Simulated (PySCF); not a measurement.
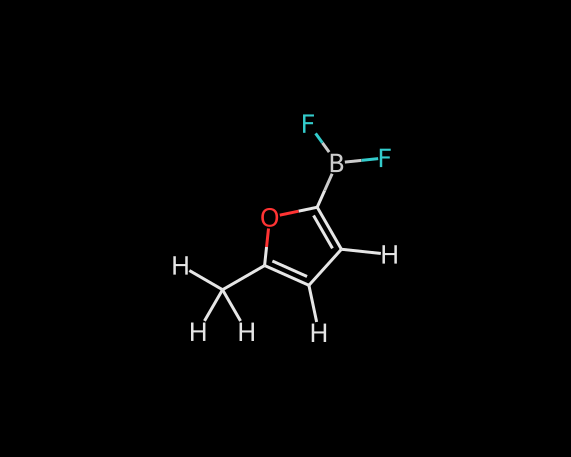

A structural formula.

Give its SMILES.

Cc1ccc(B(F)F)o1

What is the molecular formula?

C5H5BF2O.

An optimisation with GFN2-xTB gave a structure of which point group?

C1. Other conformers may differ.

More results for the same structure follow; atom numbers are the same in all pictures, views and colours differ. The geometry was computed by an optimisation with GFN2-xTB. No frequency run is at hand to confirm it as a minimum.

**Geometry**

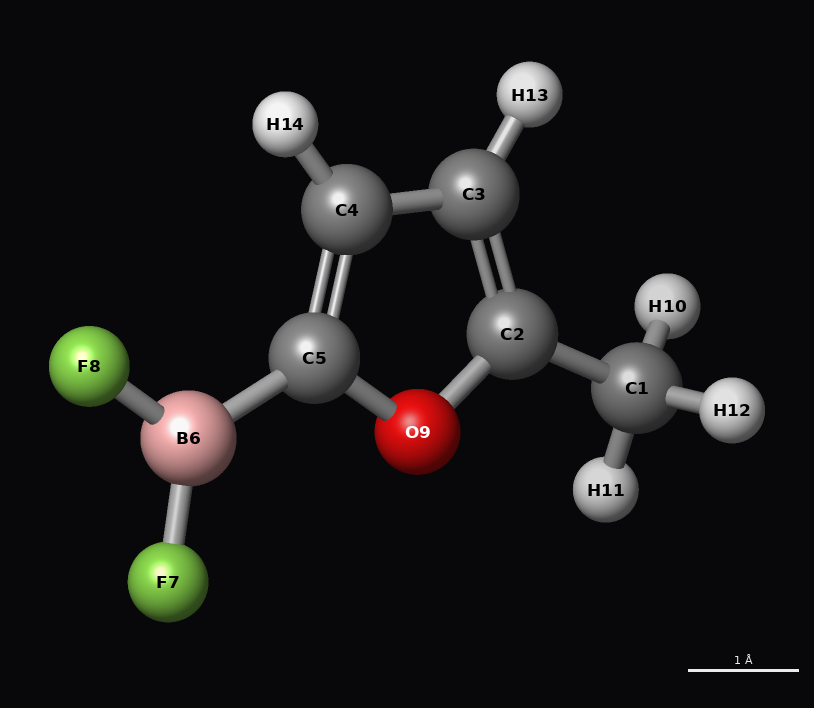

Numbered structure. No frequency run is at hand to confirm it as a minimum.

What is the geometry at C2?

C2 has 3 neighbours (C1 at 1.49, C3 at 1.37, O9 at 1.34 Å); the arrangement is trigonal planar.

Describe the coordination of atom 6.

B6 has 3 neighbours (C5 at 1.53, F7 at 1.32, F8 at 1.32 Å); the arrangement is trigonal planar.

How are the neighbours of atom 5 arranged?

C5 has 3 neighbours (C4 at 1.38, B6 at 1.53, O9 at 1.36 Å); the arrangement is trigonal planar.

Describe the coordination of atom 9.

O9 has 2 neighbours (C2 at 1.34, C5 at 1.36 Å); the arrangement is bent.

What is the dihedral angle C3–C2–O9–C5?

0° in size, that is syn (eclipsed).

**Dipole moment**

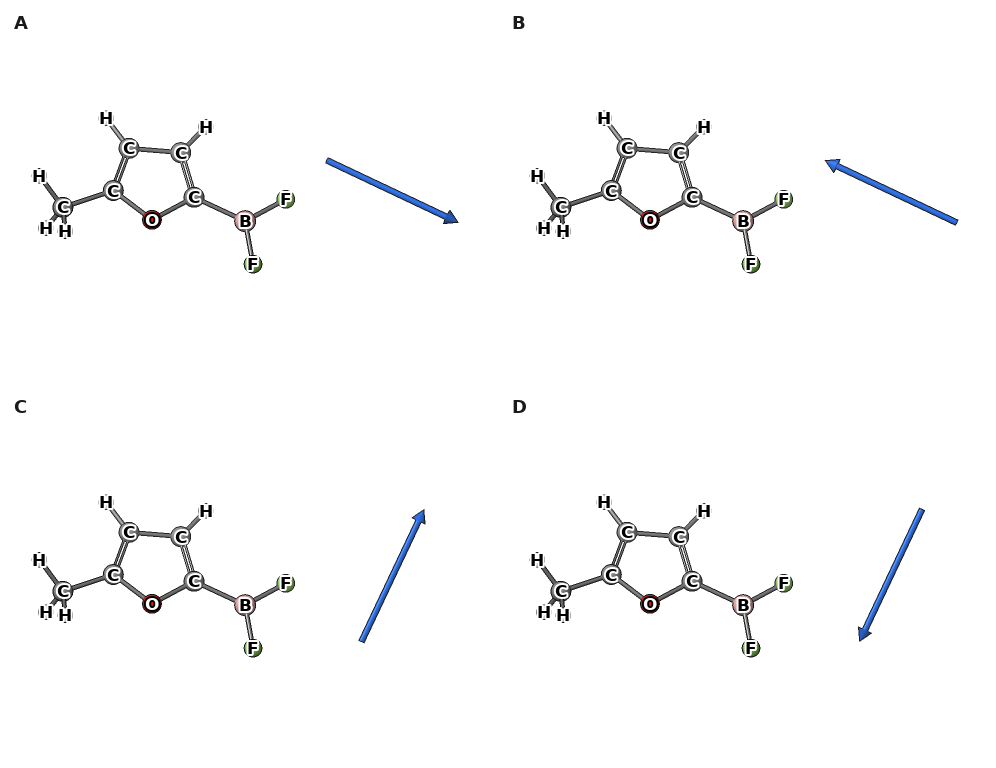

The same molecule four times, each with an arrow. No frequency run is at hand to confirm it as a minimum. Properties computed with PBE0/def2-SVPD, gas phase (PySCF 2.14.0).

Which arrow points along the dipole moment, from the negative to the positive end?

B. The dipole moment is 3.75 D.

**Excitation**

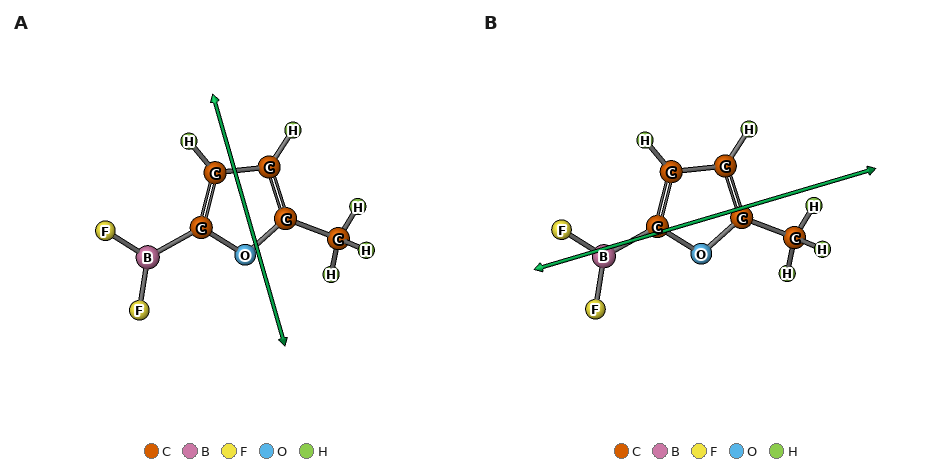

The double arrows show the directions of two transition dipoles from the ground state (lengths mean nothing). No frequency run is at hand to confirm it as a minimum. Level of theory: TDDFT PBE0/def2-SVPD, vertical, gas phase, core orbitals frozen in the response (PySCF 2.14.0).

One belongs to singlet state 1 and one to singlet state 5. Which is which?

A: state 5, 7.30 eV (170 nm), oscillator strength 0.24, mainly HOMO → LUMO+2 (weight 0.68).
B: state 1, 5.25 eV (236 nm), oscillator strength 0.38, mainly HOMO → LUMO (weight 0.96).

**Polarisability**

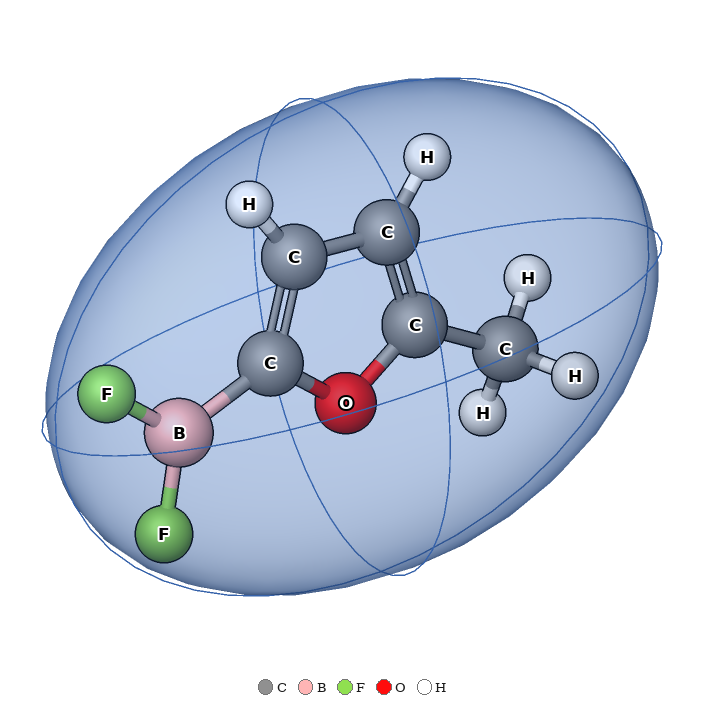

The ellipsoid shows the static dipole polarisability: its half-axes are proportional to the principal values. No frequency run is at hand to confirm it as a minimum. Computed with PBE0/def2-SVPD (PySCF 2.14.0).

How large and how anisotropic is the polarisability?

Principal values 48.8, 74.4, 104.2 bohr³; mean 75.8 bohr³ (11.23 Å³); anisotropy 48.0 bohr³, so the longest axis is 2.14 times the shortest.

The geometry is semi-empirical. Around B such bond lengths and angles can be off by a tenth of an ångström or more and by several degrees, and values that hang on the shape move with them.
